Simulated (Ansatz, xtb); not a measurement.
# Ligand exchange: BH2(NH2) + InH2(NH2) → BH(NH2)2 + InH3

Species: BH2(NH2), singlet; InH2(NH2), singlet; BH(NH2)2, singlet; InH3 `[InH3]`, singlet. The partners trade H for NH2: B–H and In–NH2 bonds give way to B–NH2 and In–H.

Shapes, held fixed at every level: PBE0-D4/def2-TZVP. Programs: Ansatz 0.2.0, xtb 6.7.1. The zero-point and thermal change to 298 K, harmonic and unscaled (PBE0-D4/def2-TZVP), is -3.6 kJ/mol.

| level | kind | ΔH(298 K) (kJ/mol) | less CCSD(T)/def2-TZVPP |
| --- | --- | --- | --- |
| GFN1-xTB | semi-empirical | -200.6 | -133.7 |
| PBE0-D4/def2-TZVPP | global hybrid | -78.3 | -11.4 |
| r2SCAN0-D4/def2-TZVPP | global hybrid | -79.8 | -12.9 |
| B2PLYP/def2-TZVPP | double hybrid | -68.4 | -1.5 |
| MP2/def2-SVP | perturbation theory | -78.5 | -11.6 |
| MP2/def2-TZVPP | perturbation theory | -63.7 | +3.2 |
| CCSD/def2-SVP | coupled cluster or CI | -81.1 | -14.2 |
| CCSD/def2-TZVPP | coupled cluster or CI | -70.0 | -3.1 |
| CCSD(T)/def2-TZVPP | coupled cluster or CI | -66.9 | 0.0 |

The highest level, CCSD(T)/def2-TZVPP, gives ΔH(298 K) = -66.9 kJ/mol; the levels span -200.6 to -63.7. GFN1-xTB strays far from the other rows. The column of differences is taken from that level and isn't an error. No measured value is set beside it here. For atoms past krypton def2 sets carry core potentials with scalar relativity. Outer-core shells of In are correlated, in sets that cover them unevenly.

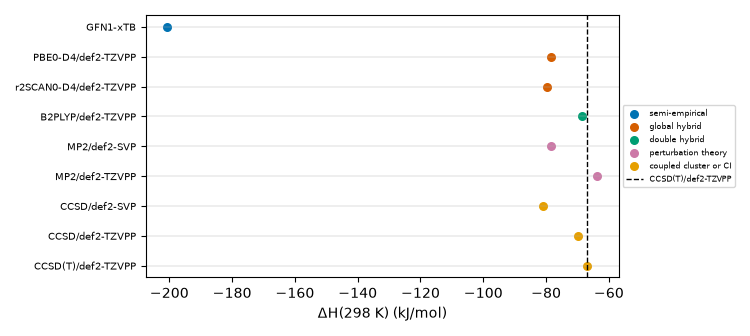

The values of the table, level by level.
